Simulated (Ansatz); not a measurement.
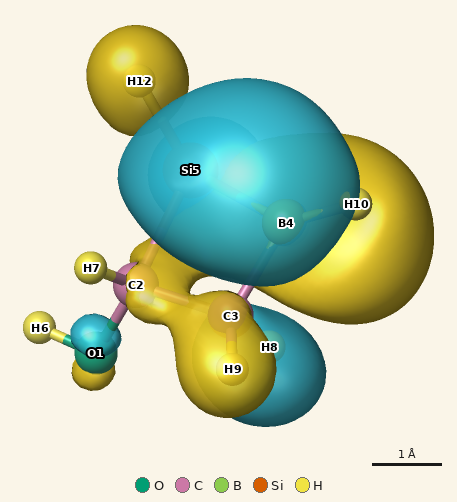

Figure 1: C2H7BOSi. One frontier orbital at ±0.06 Å⁻³ᐟ² (yellow and cyan are the two phases), seen at a tilt.

All numbers below come from RKS PBE-D4/def2-SVP (Ansatz 0.2.0).

```xyz
12

O    -1.3235    0.2940    1.5440
C    -0.1072    0.2685    0.8213
C     0.2072   -1.1415    0.2732
B     0.9102   -0.8309   -1.0944
Si    0.1009    1.0311   -0.9802
H    -1.4971    1.2186    1.7968
H     0.7597    0.5997    1.4489
H    -0.7600   -1.5332   -0.1623
H     0.5409   -1.9225    0.9906
H     1.6081   -1.5420   -1.7872
H    -1.2303    1.1802   -1.6775
H     0.8681    2.3230   -1.1390
```

Question: Which orbital is it: HOMO or LUMO?

Answer: The LUMO, at −2.78 eV. Its weight (Hirshfeld) is mainly on B4 (about 55 %), Si5 (about 15 %), C3 (about 10 %) and H10 (about 5 %).
